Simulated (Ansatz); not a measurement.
Run report: AlN₂H₇F₂, geometry relaxation (part 1 of 3)

AlN₂H₇F₂, computed with RKS r2SCAN-D4/6-31G* (Ansatz 0.2.0).

It belongs to a series of runs on one base structure; here: end point A relaxed. Figures and captions count atoms from 1; the log counts them from 0 in places.

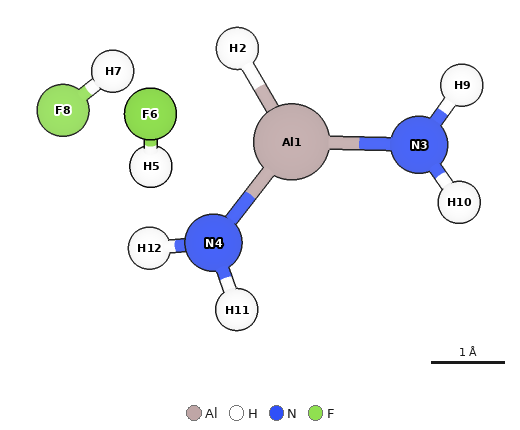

**Figure 1.** The starting structure (ball-and-stick view, seen on its broad side; atoms are numbered from 1 in the order of the input). Sticks mark near contacts. Bond lengths as drawn: Al–H 1.54 Å, Al–N 1.77 to 1.81 Å, F–H 0.93 Å and H–N 1.01 to 1.02 Å.

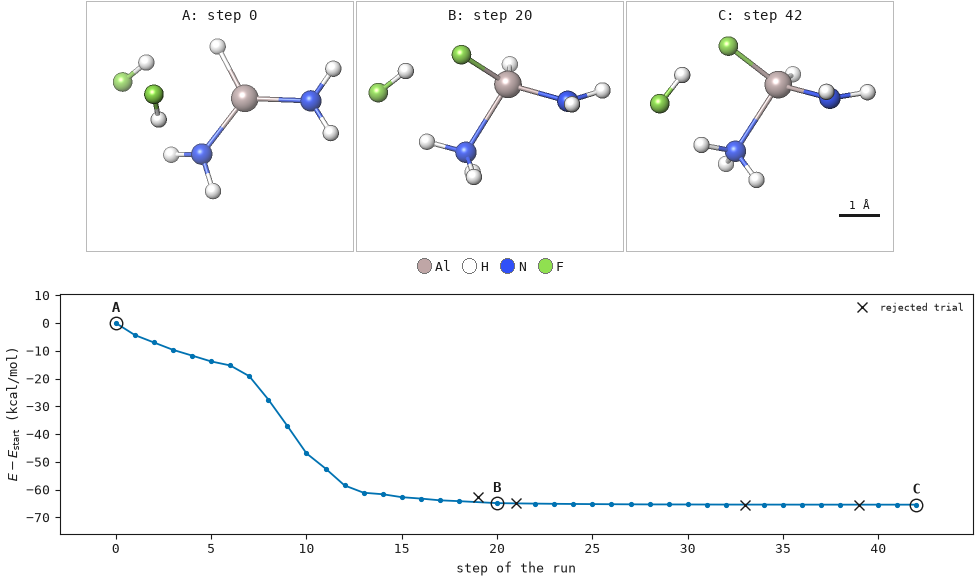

**Figure 2.** Frames of the relaxation (ball-and-stick view, seen on its broad side) above the curves, on which the letters mark them (the first geometry is step 0 here and step 1 in the log).

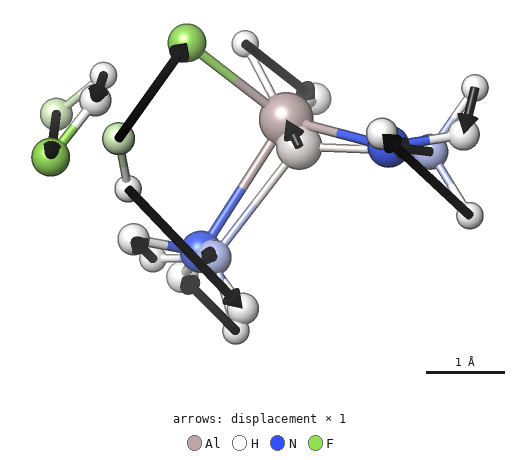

**Figure 3.** Start (faint) and end (solid) with the displacements as black arrows, at true length (ball-and-stick view, seen on its broad side). The two geometries are laid on each other by the best rigid fit. After 42 geometry steps the energy has fallen by 65.4 kcal/mol. The largest force component goes from 1.1 to 0.02 eV/Å. The line search rejected the trial steps at points 19, 21, 33, 39 (counted from 0) and went back. H5 moves most after the best rigid fit: 2.38 Å. Largest moves by element: H 2.38 Å, F 2.15 Å, N 0.75 Å, Al 0.41 Å. Among the contacts that change: H5–F6 0.933 → 3.508 Å, Al1–F6 3.069 → 1.730 Å, N4–H5 1.914 → 1.021 Å, Al1–N4 1.807 → 2.030 Å. New bonds form: Al1–F6 (3.07 → 1.73 Å), N4–H5 (1.91 → 1.02 Å). Bonds break: H5–F6 (0.93 → 3.51 Å). Among the angles that change: N3–Al1–N4 123.0° → 103.8°, Al1–N4–H11 124.9° → 113.8°, H2–Al1–N4 114.3° → 105.0°. (Atoms are counted from 1 in the order of the input.)

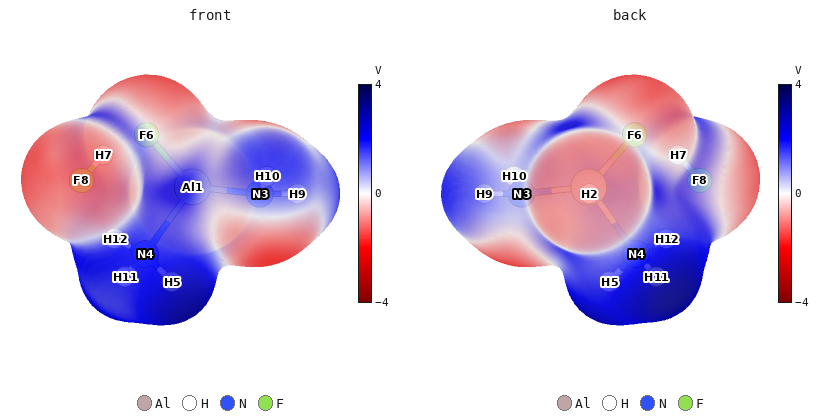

**Figure 4.** The molecular electrostatic potential painted on the density surface at 0.004 e/bohr³, seen at a tilt and from behind; red is negative and blue positive.

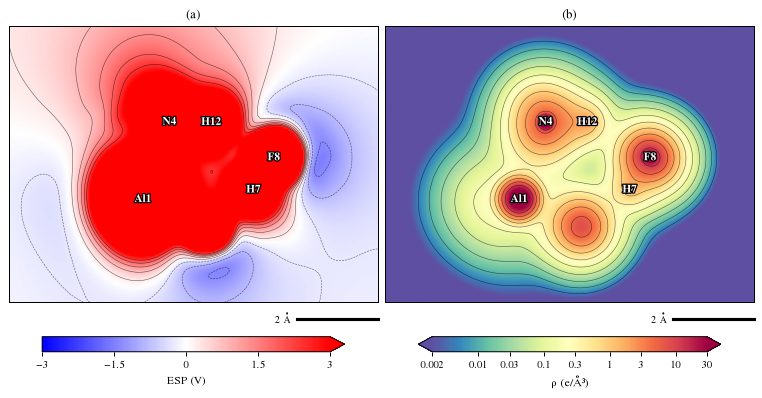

**Figure 5.** (a) electrostatic potential; (b) electron density on the plane of atoms Al1, N4 and H12. Atoms in the plane: Al, N, H and F. N–H (1.03 Å): ρ is about 2.8 e/Å³ halfway, with its minimum of 2 e/Å³ about 0.8 Å from N.

The input and output of the run follow.

**Input**
```yaml
crystal:
  periodic: [false, false, false]
  atoms:
    - { symbol: Al, position_ang: [-0.178509, -0.449806, -0.689] }
    - { symbol: H, position_ang: [0.565134, -1.659916, -0.088262] }
    - { symbol: "N", position_ang: [-1.672015, -0.627044, -1.629154] }
    - { symbol: "N", position_ang: [0.484519, 1.154038, -0.186654] }
    - { symbol: H, position_ang: [0.218587, 0.693788, 1.652385] }
    - { symbol: F, position_ang: [-0.202132, 0.186953, 2.313496] }
    - { symbol: H, position_ang: [1.388075, -0.849708, 1.455653] }
    - { symbol: F, position_ang: [2.149244, -0.323164, 1.479235] }
    - { symbol: H, position_ang: [-2.130035, -1.51769, -1.779221] }
    - { symbol: H, position_ang: [-2.231827, 0.120314, -2.020153] }
    - { symbol: H, position_ang: [0.124388, 2.051185, -0.490631] }
    - { symbol: H, position_ang: [1.484573, 1.221149, -0.017894] }
basis:
  gaussian: { orbitals: "6-31G*" }
hamiltonian:
  xc: r2scan
  dispersion: d4
relax:
  f_tol: 0.03
  max_steps: 50
output:
  orbitals: {}
```

Run as:
```bash
ansatz run input.yaml --threads 2 --pin off --max-ram 3072MiB --backend cpu --events-out ev --progress --plain --runs-dir out
```

**The program's output**
```
The last accepted step is kept in [file] (removed where the run ends without a failure and the disk answers)
Engine: ansatz 0.2.0, x86_64-unknown-linux-gnu
Functional definition: r2SCAN
  parameter k0 = 0.174
  parameter k1 = 0.065
  parameter a1 = 4.9479
  exchange = r2scan_x(k0 = k0, k1 = k1, a1 = a1)
  correlation = r2scan_c
1144 factors; their error is unknown
mean field evaluation 1: about -15105.9812 eV, gradient 8.9e1 eV
mean field evaluation 2: about -15075.5390 eV, gradient 1.4e2 eV
mean field evaluation 4: about -15120.5235 eV, gradient 9.5e0 eV
mean field evaluation 8: about -15120.6803 eV, gradient 2.3e-1 eV
mean field evaluation 16: about -15120.6391 eV, gradient 6.1e-5 eV
mean field -15120.63913186 eV, -555.6732389584 hartree, gradient 1.9e-5 eV, S^2 0.000000; 0 other end points of the search recorded, 0 dependent functions left out
the calculation of the forces begins
reference -15120.63914491 eV, -555.6732394382 hartree; 26, 26 occupied and 67, 67 virtual orbitals, 1144 factors
relax step   1: F+E_penalty+E_count = -15120.68687812 eV  Δ(F+E_penalty+E_count) = +0.000e0 eV  max|allowed force component| = 1.056e0 eV/Å  Δτ_max = 0.0000 Å  (28 SCF iters, accepted)
these checks for a lower state are left out or cut short: starts, cluster_reference, orbital_swaps, neighbouring_geometries, increment
1144 factors; their error is unknown
mean field -15120.82725374 eV, -555.6801523102 hartree, gradient 2.4e-5 eV, S^2 0.000000; 0 other end points of the search recorded, 0 dependent functions left out
[... from here on the field's lines of each further geometry are left out, up to the last ...]
relax step   2: F+E_penalty+E_count = -15120.87491261 eV  Δ(F+E_penalty+E_count) = -1.880e-1 eV  max|allowed force component| = 8.322e-1 eV/Å  Δτ_max = 0.1992 Å  (34 SCF iters, accepted)
relax step   3: F+E_penalty+E_count = -15120.99052039 eV  Δ(F+E_penalty+E_count) = -1.156e-1 eV  max|allowed force component| = 2.041e0 eV/Å  Δτ_max = 0.1963 Å  (27 SCF iters, accepted)
relax step   4: F+E_penalty+E_count = -15121.10539792 eV  Δ(F+E_penalty+E_count) = -1.149e-1 eV  max|allowed force component| = 1.692e0 eV/Å  Δτ_max = 0.1914 Å  (27 SCF iters, accepted)
relax step   5: F+E_penalty+E_count = -15121.19521765 eV  Δ(F+E_penalty+E_count) = -8.982e-2 eV  max|allowed force component| = 8.539e-1 eV/Å  Δτ_max = 0.1054 Å  (30 SCF iters, accepted)
relax step   6: F+E_penalty+E_count = -15121.28632454 eV  Δ(F+E_penalty+E_count) = -9.111e-2 eV  max|allowed force component| = 6.269e-1 eV/Å  Δτ_max = 0.1970 Å  (27 SCF iters, accepted)
relax step   7: F+E_penalty+E_count = -15121.34893346 eV  Δ(F+E_penalty+E_count) = -6.261e-2 eV  max|allowed force component| = 6.087e-1 eV/Å  Δτ_max = 0.1297 Å  (28 SCF iters, accepted)
relax step   8: F+E_penalty+E_count = -15121.51667890 eV  Δ(F+E_penalty+E_count) = -1.677e-1 eV  max|allowed force component| = 9.928e-1 eV/Å  Δτ_max = 0.1950 Å  (29 SCF iters, accepted)
relax step   9: F+E_penalty+E_count = -15121.88137252 eV  Δ(F+E_penalty+E_count) = -3.647e-1 eV  max|allowed force component| = 1.775e0 eV/Å  Δτ_max = 0.1994 Å  (35 SCF iters, accepted)
relax step  10: F+E_penalty+E_count = -15122.29463588 eV  Δ(F+E_penalty+E_count) = -4.133e-1 eV  max|allowed force component| = 1.708e0 eV/Å  Δτ_max = 0.1428 Å  (28 SCF iters, accepted)
relax step  11: F+E_penalty+E_count = -15122.72175965 eV  Δ(F+E_penalty+E_count) = -4.271e-1 eV  max|allowed force component| = 1.562e0 eV/Å  Δτ_max = 0.1947 Å  (34 SCF iters, accepted)
relax step  12: F+E_penalty+E_count = -15122.95912206 eV  Δ(F+E_penalty+E_count) = -2.374e-1 eV  max|allowed force component| = 1.045e0 eV/Å  Δτ_max = 0.1948 Å  (34 SCF iters, accepted)
relax step  13: F+E_penalty+E_count = -15123.22351970 eV  Δ(F+E_penalty+E_count) = -2.644e-1 eV  max|allowed force component| = 4.888e-1 eV/Å  Δτ_max = 0.2000 Å  (34 SCF iters, accepted)
relax step  14: F+E_penalty+E_count = -15123.33740751 eV  Δ(F+E_penalty+E_count) = -1.139e-1 eV  max|allowed force component| = 2.712e-1 eV/Å  Δτ_max = 0.2000 Å  (28 SCF iters, accepted)
relax step  15: F+E_penalty+E_count = -15123.36094066 eV  Δ(F+E_penalty+E_count) = -2.353e-2 eV  max|allowed force component| = 6.641e-1 eV/Å  Δτ_max = 0.1952 Å  (28 SCF iters, accepted)
relax step  16: F+E_penalty+E_count = -15123.40685425 eV  Δ(F+E_penalty+E_count) = -4.591e-2 eV  max|allowed force component| = 2.572e-1 eV/Å  Δτ_max = 0.2000 Å  (29 SCF iters, accepted)
relax step  17: F+E_penalty+E_count = -15123.42881029 eV  Δ(F+E_penalty+E_count) = -2.196e-2 eV  max|allowed force component| = 3.001e-1 eV/Å  Δτ_max = 0.1717 Å  (27 SCF iters, accepted)
relax step  18: F+E_penalty+E_count = -15123.45590918 eV  Δ(F+E_penalty+E_count) = -2.710e-2 eV  max|allowed force component| = 5.181e-1 eV/Å  Δτ_max = 0.1440 Å  (29 SCF iters, accepted)
relax step  19: F+E_penalty+E_count = -15123.46897082 eV  Δ(F+E_penalty+E_count) = -1.306e-2 eV  max|allowed force component| = 9.321e-1 eV/Å  Δτ_max = 0.2000 Å  (27 SCF iters, accepted)
relax step  20: F+E_penalty+E_count = -15123.40765365 eV  Δ(F+E_penalty+E_count) = +6.132e-2 eV  max|allowed force component| = 1.284e0 eV/Å  Δτ_max = 0.2000 Å  (28 SCF iters, rejected (line search))
relax step  21: F+E_penalty+E_count = -15123.50006712 eV  Δ(F+E_penalty+E_count) = -3.110e-2 eV  max|allowed force component| = 1.773e-1 eV/Å  Δτ_max = 0.0995 Å  (28 SCF iters, accepted)
relax step  22: F+E_penalty+E_count = -15123.49547327 eV  Δ(F+E_penalty+E_count) = +4.594e-3 eV  max|allowed force component| = 4.638e-1 eV/Å  Δτ_max = 0.1000 Å  (29 SCF iters, rejected (line search))
relax step  23: F+E_penalty+E_count = -15123.50727876 eV  Δ(F+E_penalty+E_count) = -7.212e-3 eV  max|allowed force component| = 1.047e-1 eV/Å  Δτ_max = 0.0496 Å  (29 SCF iters, accepted)
relax step  24: F+E_penalty+E_count = -15123.51052965 eV  Δ(F+E_penalty+E_count) = -3.251e-3 eV  max|allowed force component| = 4.696e-2 eV/Å  Δτ_max = 0.0500 Å  (28 SCF iters, accepted)
relax step  25: F+E_penalty+E_count = -15123.51301622 eV  Δ(F+E_penalty+E_count) = -2.487e-3 eV  max|allowed force component| = 7.264e-2 eV/Å  Δτ_max = 0.0714 Å  (28 SCF iters, accepted)
relax step  26: F+E_penalty+E_count = -15123.51506390 eV  Δ(F+E_penalty+E_count) = -2.048e-3 eV  max|allowed force component| = 1.572e-1 eV/Å  Δτ_max = 0.1109 Å  (29 SCF iters, accepted)
relax step  27: F+E_penalty+E_count = -15123.51683009 eV  Δ(F+E_penalty+E_count) = -1.766e-3 eV  max|allowed force component| = 6.778e-2 eV/Å  Δτ_max = 0.0419 Å  (29 SCF iters, accepted)
relax step  28: F+E_penalty+E_count = -15123.51841205 eV  Δ(F+E_penalty+E_count) = -1.582e-3 eV  max|allowed force component| = 4.015e-2 eV/Å  Δτ_max = 0.0471 Å  (28 SCF iters, accepted)
relax step  29: F+E_penalty+E_count = -15123.51979959 eV  Δ(F+E_penalty+E_count) = -1.388e-3 eV  max|allowed force component| = 1.020e-1 eV/Å  Δτ_max = 0.1198 Å  (27 SCF iters, accepted)
relax step  30: F+E_penalty+E_count = -15123.52020983 eV  Δ(F+E_penalty+E_count) = -4.102e-4 eV  max|allowed force component| = 1.471e-1 eV/Å  Δτ_max = 0.0697 Å  (29 SCF iters, accepted)
relax step  31: F+E_penalty+E_count = -15123.52088020 eV  Δ(F+E_penalty+E_count) = -6.704e-4 eV  max|allowed force component| = 1.070e-1 eV/Å  Δτ_max = 0.0219 Å  (29 SCF iters, accepted)
relax step  32: F+E_penalty+E_count = -15123.52165249 eV  Δ(F+E_penalty+E_count) = -7.723e-4 eV  max|allowed force component| = 3.155e-2 eV/Å  Δτ_max = 0.0362 Å  (29 SCF iters, accepted)
relax step  33: F+E_penalty+E_count = -15123.52235237 eV  Δ(F+E_penalty+E_count) = -6.999e-4 eV  max|allowed force component| = 3.348e-2 eV/Å  Δτ_max = 0.0828 Å  (28 SCF iters, accepted)
relax step  34: F+E_penalty+E_count = -15123.52151229 eV  Δ(F+E_penalty+E_count) = +8.401e-4 eV  max|allowed force component| = 2.345e-1 eV/Å  Δτ_max = 0.1393 Å  (27 SCF iters, rejected (line search))
relax step  35: F+E_penalty+E_count = -15123.52287908 eV  Δ(F+E_penalty+E_count) = -5.267e-4 eV  max|allowed force component| = 3.347e-2 eV/Å  Δτ_max = 0.0678 Å  (29 SCF iters, accepted)
relax step  36: F+E_penalty+E_count = -15123.52297673 eV  Δ(F+E_penalty+E_count) = -9.765e-5 eV  max|allowed force component| = 1.306e-1 eV/Å  Δτ_max = 0.0988 Å  (29 SCF iters, accepted)
relax step  37: F+E_penalty+E_count = -15123.52331739 eV  Δ(F+E_penalty+E_count) = -3.407e-4 eV  max|allowed force component| = 3.266e-2 eV/Å  Δτ_max = 0.0115 Å  (30 SCF iters, accepted)
relax step  38: F+E_penalty+E_count = -15123.52343350 eV  Δ(F+E_penalty+E_count) = -1.161e-4 eV  max|allowed force component| = 1.202e-2 eV/Å  Δτ_max = 0.0081 Å  (23 SCF iters, accepted)
relax step  39: F+E_penalty+E_count = -15123.52357979 eV  Δ(F+E_penalty+E_count) = -1.463e-4 eV  max|allowed force component| = 7.215e-3 eV/Å  Δτ_max = 0.0307 Å  (29 SCF iters, accepted)
relax step  40: F+E_penalty+E_count = -15123.52356135 eV  Δ(F+E_penalty+E_count) = +1.844e-5 eV  max|allowed force component| = 1.099e-1 eV/Å  Δτ_max = 0.0890 Å  (29 SCF iters, rejected (line search))
relax step  41: F+E_penalty+E_count = -15123.52371242 eV  Δ(F+E_penalty+E_count) = -1.326e-4 eV  max|allowed force component| = 2.253e-2 eV/Å  Δτ_max = 0.0435 Å  (28 SCF iters, accepted)
relax step  42: F+E_penalty+E_count = -15123.52375416 eV  Δ(F+E_penalty+E_count) = -4.174e-5 eV  max|allowed force component| = 5.682e-2 eV/Å  Δτ_max = 0.0513 Å  (28 SCF iters, accepted)
the calculation of the forces begins
reference -15123.47435918 eV, -555.7774316409 hartree; 26, 26 occupied and 67, 67 virtual orbitals, 1144 factors
relax step  43: F+E_penalty+E_count = -15123.52380839 eV  Δ(F+E_penalty+E_count) = -5.422e-5 eV  max|allowed force component| = 2.011e-2 eV/Å  Δτ_max = 0.0028 Å  (23 SCF iters, accepted)
1144 factors; their error is unknown
mean field evaluation 320: about -15122.5696 eV, gradient 2.0e1 eV
mean field -15123.47434522 eV, -555.7774311277 hartree, gradient 9.1e-6 eV, S^2 0.000000; 1 other end points of the search recorded, 0 dependent functions left out
the calculation of the forces begins
reference -15123.47435918 eV, -555.7774316409 hartree; 26, 26 occupied and 67, 67 virtual orbitals, 1144 factors
Total energy: -15123.52382235 eV, -555.7792493788 hartree
Atom 0 at    -0.063264    -0.786723    -0.557513 Å, force    -0.007604    -0.007085     0.004513 eV/Å
Atom 1 at     0.734480    -1.429561    -1.779737 Å, force    -0.000013     0.003076     0.001655 eV/Å
Atom 2 at    -1.808279    -0.383042    -0.766511 Å, force     0.005124    -0.002111     0.001359 eV/Å
Atom 3 at     0.816891     1.015580    -0.246920 Å, force     0.009610     0.007687     0.003461 eV/Å
Atom 4 at     0.150286     1.747540    -0.495015 Å, force     0.000931    -0.002885     0.000234 eV/Å
Atom 5 at     0.354315    -1.421227     0.997033 Å, force     0.002990     0.007154    -0.001715 eV/Å
Atom 6 at     0.810253    -0.405672     2.027734 Å, force     0.000697     0.015096     0.005506 eV/Å
Atom 7 at     1.063864     0.444953     2.423789 Å, force    -0.004605    -0.020105    -0.011551 eV/Å
Atom 8 at    -2.313300    -0.730086    -1.574370 Å, force     0.000531     0.001052     0.002815 eV/Å
Atom 9 at    -2.458906    -0.312525     0.008346 Å, force     0.000738     0.000455    -0.002992 eV/Å
Atom 10 at     1.665177     1.159499    -0.794652 Å, force    -0.005246    -0.001756     0.002237 eV/Å
Atom 11 at     1.048486     1.101363     0.757615 Å, force    -0.003154    -0.000577    -0.005522 eV/Å
Dipole moment:     0.017964     0.614358    -0.284875 e Å
```

**Trajectory as extended XYZ (Å, eV, eV/Å), 39 of the 43 frames kept, from step=1 to step=43**
```
12
Properties=species:S:1:pos:R:3:forces:R:3 step=1 energy=-15120.68688
Al   -0.1785   -0.4498   -0.6890   -0.3675   0.5509  -0.0224
H     0.5651   -1.6599   -0.0883    0.2248  -0.6305   0.0849
N    -1.6720   -0.6270   -1.6292    0.0043   0.0145   0.0034
N     0.4845    1.1540   -0.1867    0.0616  -0.0104   0.0642
H     0.2186    0.6938    1.6524    0.3728   1.0095  -1.0562
F    -0.2021    0.1870    2.3135   -0.6212  -0.9073   0.7586
H     1.3881   -0.8497    1.4557   -0.6728  -0.4522   0.2368
F     2.1492   -0.3232    1.4792    1.0390   0.3894  -0.0485
H    -2.1300   -1.5177   -1.7792    0.0017   0.0094   0.0009
H    -2.2318    0.1203   -2.0202    0.0179  -0.0102  -0.0053
H     0.1244    2.0512   -0.4906   -0.0366   0.0389  -0.0200
H     1.4846    1.2211   -0.0179   -0.0240  -0.0018   0.0036
```
